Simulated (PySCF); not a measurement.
# CH9ClSi4: electronic excitations

Wanted: the electronic excitations of CH9ClSi4 (`[SiH3][Si]1(Cl)[SiH2]C[SiH2]1`), by calculation.

Programs: PySCF 2.14.0, with density-fitted response routines of our own. Each step states its level of theory. These are calculated values for one molecule in the gas phase, unless marked as measured. Atoms are numbered from 0 throughout.

**1. The molecule as given**

15 atoms, charge 0, multiplicity 1; geometry from: GFN2-xTB.

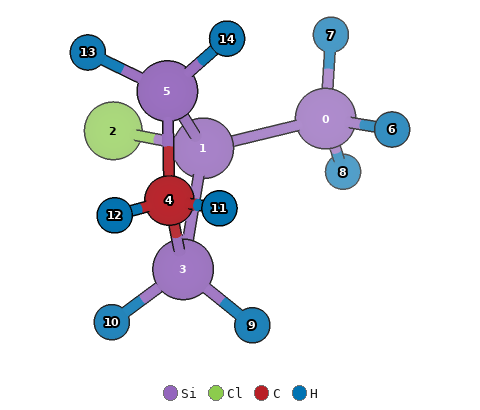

The starting geometry (silicon purple, chlorine green, carbon red, hydrogen blue), atoms numbered; sticks join atoms by distance.

**2. TDDFT and polarisability: wB97X-D/def2-SVPD**

Job settings and geometry (Å):

```
{"job": {"kind": "uv", "xc": "wB97X-D", "basis": "def2-SVPD", "nstates": 8, "ntriplets": 3}, "charge": 0, "multiplicity": 1}
Si     2.769685    -0.352375     0.296172
Si     0.678790    -0.175324    -0.717884
Cl     1.043669    -0.459293    -2.759084
Si    -1.223800    -1.375280     0.045322
C     -2.024737     0.334050     0.444912
Si    -0.803919     1.631588    -0.296723
H      2.594617    -0.162207     1.738603
H      3.733987     0.654619    -0.155353
H      3.412451    -1.655939     0.107336
H     -1.089563    -2.199858     1.254566
H     -2.073517    -2.157318    -0.862415
H     -2.137439     0.472894     1.518817
H     -3.030334     0.426483     0.039728
H     -1.439906     2.391415    -1.380930
H     -0.414396     2.634533     0.705021
```

Method: TDDFT wB97X-D/def2-SVPD, vertical, gas phase, core orbitals frozen in the response.

Launch:

```sh
$ OMP_NUM_THREADS=1 python probes_run.py task.json out
```

This one command runs all jobs of the session in turn.

Predict these results of the whole session: lowest singlet (wB97X-D/def2-SVPD); brightest single state of those computed; lowest triplet.

As calculated:

```
                                quantity                        value
      lowest singlet (wB97X-D/def2-SVPD)  4.72 eV (263 nm), f = 0.002
brightest single state of those computed  state 7, 6.32 eV, f = 0.164
                          lowest triplet                      4.21 eV
```

In words: The lowest singlet, at 4.72 eV, is HOMO→LUMO 0.97 and is weak; of the 8 states computed, the strongest absorption comes from state 7 at 6.32 eV. The lowest triplet lies 0.51 eV below the lowest singlet (triplets in Tamm-Dancoff, singlets in full TDDFT).
